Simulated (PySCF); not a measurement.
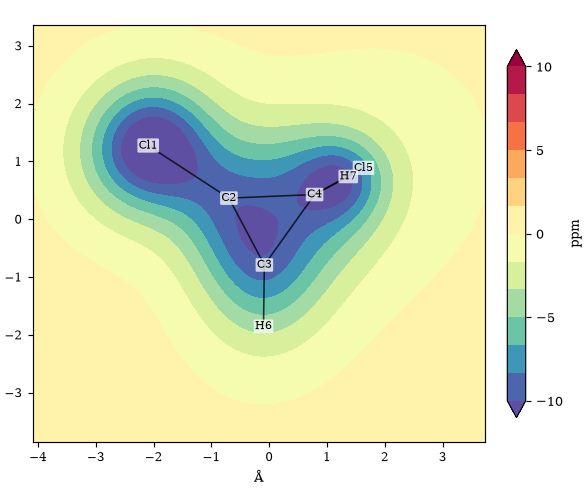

*C$_{3}$H$_{2}$Cl$_{2}$, SMILES `ClC1=CC1Cl`. NICSzz (the component normal to the ring) 1.7 Å above the plane of the 3-membered ring C2/C3/C4; GIAO shieldings; atoms are projected onto the map; negative values mean shielding.*

PySCF calculation, B3LYP/def2-SVPD, gas phase; geometry: GFN2-xTB. No frequency check shows the geometry to be a minimum. GFN2-xTB bond lengths at metals and heavier atoms can be off by up to 0.1 Å and shapes distorted, which carries into these values.

Input

```python
import numpy as np
from pyscf import gto, scf, dft
from pyscf.prop import nmr
from pyscf.data import nist

def solve(mol, dm0=None, hcore=None):
    mf = (dft.UKS if mol.spin else dft.RKS)(mol, xc='b3lyp')
    mf.grids.level = 3
    mf.conv_tol, mf.max_cycle = 1e-8, 80
    if hcore is not None:
        mf.get_hcore = lambda *args: hcore
    mf.kernel(dm0)
    if not mf.converged:
        mf = mf.newton().run(mf.mo_coeff, mf.mo_occ, max_cycle=30)
    assert mf.converged, 'SCF not converged'
    return mf

mol = gto.M(atom='''
Cl    -2.05433     0.48479    -0.02923
C     -0.66613    -0.43425     0.04656
C      0.02173    -1.49881    -0.27938
C      0.71620    -0.49103     0.58106
Cl     1.96601     0.55137    -0.14143
H      0.12628    -2.41034    -0.81288
H      0.94427    -0.65982     1.62466
''', basis='def2-svpd', charge=0, spin=0, verbose=4)
mf = solve(mol)
vxc = nmr.rks.get_vxc_giao  # smaller grid blocks
nmr.rks.get_vxc_giao = lambda *a, **k: vxc(*a, **{**k, 'max_memory': 300})
calc = nmr.RKS(mf)
calc.cphf = True
nuclei = calc.kernel()
mo1 = calc.mo10
# ring centres and points 1 angstrom above and below them
points = np.array([
    [0.0239, -0.8080, 0.1161],
    [-0.3116, -1.2753, 0.9341],
    [0.3594, -0.3408, -0.7019],
]) / nist.BOHR
mol.atom_coord = lambda i, unit='Bohr': points[i]
idx = range(len(points))
sigma = (calc.dia(shielding_nuc=idx) + calc.para(mo10=mo1, shielding_nuc=idx)[0]) * nist.ALPHA**2 * 1e6
for p, t in zip(points, sigma):
    print('NICS at %8.4f %8.4f %8.4f  %8.2f ppm' % (*(p * nist.BOHR), -t.trace() / 3))
occ = mf.mo_coeff[:, mf.mo_occ > 0]
dm1 = np.array([mf.mo_coeff @ (2 * x) @ occ.T for x in mo1])
np.savez('result.npz', sigma=sigma, nuclei=nuclei, dm0=mf.make_rdm1(), dm1=dm1, e=mf.e_tot, eps=mf.mo_energy, occ=mf.mo_occ)
```

Run with:

```sh
OMP_NUM_THREADS=1 python input.py
```

The run took 25 s on 1 thread of Arm Neoverse V2, with other jobs on the host, peak memory 0.79 GiB.

The script gives the values at the ring points; maps and scans were evaluated afterwards from its response orbitals, outside that time.

Classify the ring and give its NICS values.

Answer. It is shielded above its centre; in a three-membered ring σ bonds weigh heavily, so the values alone don't measure π aromaticity: NICS(0) = −29.6, NICS(1) = −8.3 and −5.1, NICS(1)zz = −17.0 and −9.8 (two faces) ppm.
